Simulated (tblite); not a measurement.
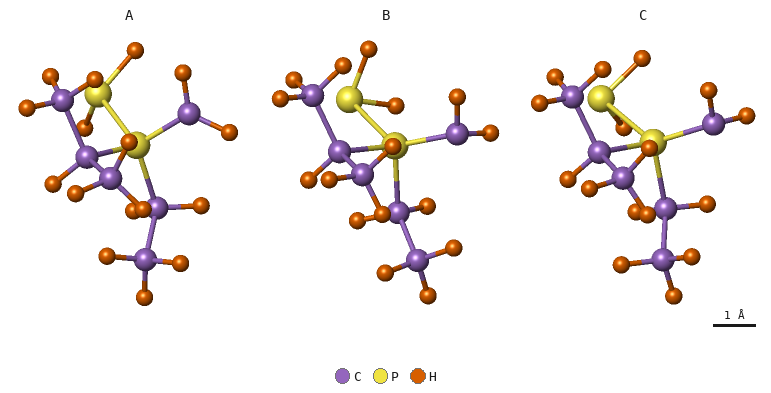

3 geometries from one relaxation of C₆H₁₆P₂, in shuffled order. A ball-and-stick model, seen from a free direction.

Method: tblite 0.8.0, GFN2-xTB geometry optimisation, gas phase. 

Question: Put them in the order of the run, from the start to the converged end.

Answer: A, C, B. They are steps 0, 45, 128, at +1.899 eV, +0.156 eV relative to the last. After 128 geometry steps the energy has fallen by 1.899 eV. The atom that moves furthest after the best rigid fit is an H atom (1.44 Å). Largest moves by element: H 1.44 Å, C 0.57 Å, P 0.21 Å. Among the contacts that change: P–P 2.176 → 2.274 Å, H–P 1.479 → 1.392 Å, C–P 1.626 → 1.706 Å, H–P 1.446 → 1.390 Å. Bond angles that change, for instance: P–P–H 109.5° → 88.9°, C–P–P 110.7° → 131.0°, P–P–H 110.8° → 91.2°. Groups turn about C–P by about 40°, C–C by about 35°.
